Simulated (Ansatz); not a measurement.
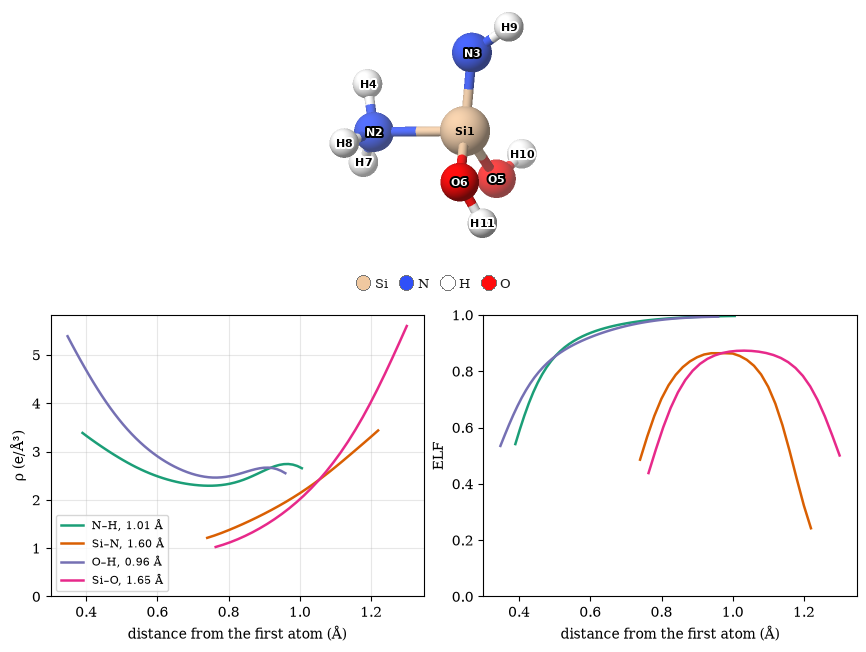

*H6N2O2Si. Electron density and ELF along straight lines between neighbouring atoms. The curves leave out the atomic cores. The structure is drawn too.*

The product side of a reaction path; geometry: PBE0-D4/def2-TZVP; a saddle point, not a minimum.

The calculation used RKS PBE0-D4/def2-TZVPP in Ansatz.

```yaml
atoms:
  - { symbol: Si, position_ang: [-0.4932, -0.1881, 0.0663] }
  - { symbol: N, position_ang: [1.3183, 0.4536, 0.1655] }
  - { symbol: N, position_ang: [-0.1819, -1.6470, 0.6429] }
  - { symbol: H, position_ang: [1.8177, -0.4177, 0.3398] }
  - { symbol: O, position_ang: [-0.8115, 0.1424, -1.5310] }
  - { symbol: O, position_ang: [-1.2403, 1.0630, 0.8420] }
  - { symbol: H, position_ang: [1.6608, 0.9088, -0.6739] }
  - { symbol: H, position_ang: [1.4409, 1.0735, 0.9594] }
  - { symbol: H, position_ang: [-0.8552, -2.3188, 0.9686] }
  - { symbol: H, position_ang: [-0.8387, -0.6563, -2.0620] }
  - { symbol: H, position_ang: [-1.8167, 1.5867, 0.2824] }
```

Compare the contacts.

N–H (1.01 Å): the density is about 2.8 e/Å³ at the midpoint; the ELF climbs to about 1 towards the hydrogen, as it does in any bond to H: a covalent bond by its length.
Si–N (1.60 Å): ρ at the midpoint is about 1.4 e/Å³; the ELF peaks at about 0.85 between the atoms: a polar covalent bond.
O–H (0.96 Å): ρ at the midpoint is about 3.8 e/Å³; the ELF climbs to about 1 towards the hydrogen: an ordinary covalent bond to hydrogen.
Si–O (1.65 Å): ρ at the midpoint is about 1.2 e/Å³; the ELF peaks at about 0.85 between the atoms, as expected for a shared but strongly polarised pair.
